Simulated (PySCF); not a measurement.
Input

```
{"job": {"kind": "nmr", "xc": "PBE0", "basis": "pcSseg-1"}, "charge": 0, "multiplicity": 1}
F     -0.468638    -2.402625     0.325783
C     -1.504702    -1.618985    -0.023932
F     -2.243016    -1.463229     1.085537
F     -2.249833    -2.350739    -0.870579
C     -1.076551    -0.304708    -0.637929
C     -0.427863     0.638097     0.370269
Si    -0.242386     2.376094    -0.408200
Si     1.239311    -0.030538     1.036084
P      2.363909    -0.725842    -0.773059
H     -1.978084     0.136497    -1.072731
H     -0.383977    -0.540407    -1.451502
H     -1.104268     0.735633     1.223059
H      0.188587     3.300339     0.638073
H     -1.553563     2.782121    -0.923043
H      0.722713     2.321725    -1.504499
H      1.047772    -1.045339     2.076682
H      1.974168     1.089685     1.635570
H      2.102670    -2.070883    -0.601283
H      3.583948    -0.817648    -0.131762
```

Command:

```sh
OMP_NUM_THREADS=1 python probes_run.py task.json out
```

Geometry: GFN2-xTB.

Theory: PySCF 2.14.0, PBE0/pcSseg-1, SCF density, gas phase, non-relativistic.

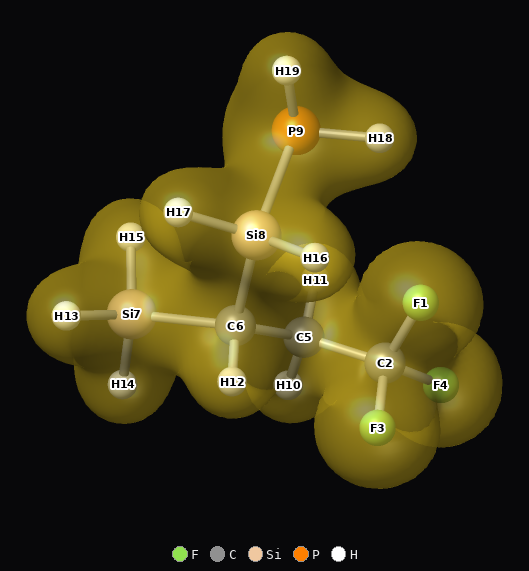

C₃H₁₀F₃PSi₂ (SMILES FC(F)(F)C[C@H]([SiH3])[SiH2]P). Isosurface of the total electron density at 0.2 e/Å³ (yellow), seen at an oblique angle.

Which contacts does the surface bridge?

At this value the surface is in one piece. It bridges the sampled C–F (1.34 Å), C–C (1.51 Å), C–Si (1.91 Å) and Si–P (2.24 Å) contacts, where the density stays above the isovalue. On the grid the lowest density along these lines, outside the cores, is 1.9 e/Å³ (C–F, 1.34 Å), 1.8 e/Å³ (C–C, 1.51 Å), 0.73 e/Å³ (C–Si, 1.91 Å) and 0.65 e/Å³ (Si–P, 2.24 Å).
